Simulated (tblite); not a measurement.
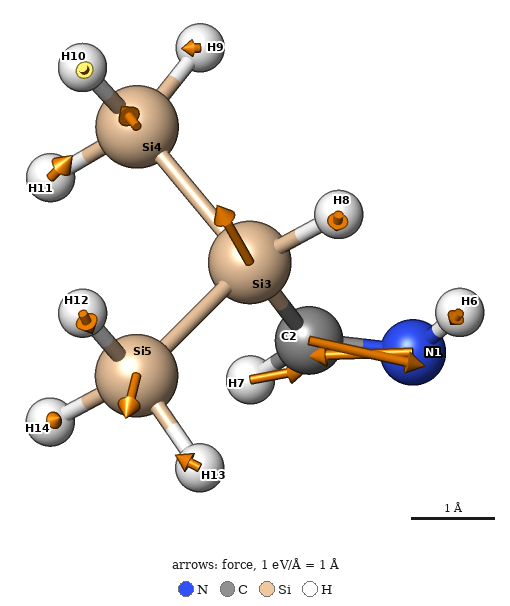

Starting geometry of CH₉NSi₃ with the computed forces as orange arrows. Style: ball-and-stick. Shown at a tilt.

Computed with tblite 0.8.0, GFN2-xTB geometry optimisation, gas phase. 

### Is this structure relaxed? If not, where do the atoms go?

It isn't relaxed: the largest force vector, on C2, is 1.48 eV/Å. The final displacements have little in common with the starting forces (cosine between the two patterns 0.24). After 63 geometry steps the energy has fallen by 20.5 kJ/mol. The largest move after the best rigid fit is that of H11, 0.28 Å. Largest moves by element: H 0.28 Å, Si 0.17 Å, N 0.06 Å, C 0.05 Å. Some distances before and after: C2–Si3 1.861 → 1.910 Å, Si3–Si5 2.282 → 2.322 Å, Si4–H11 1.491 → 1.465 Å, N1–C2 1.283 → 1.258 Å. Among the angles between lasting bonds that change: Si4–Si3–Si5 105.3° → 117.8°, C2–Si3–H8 110.8° → 102.8°, N1–C2–Si3 123.4° → 128.8°.
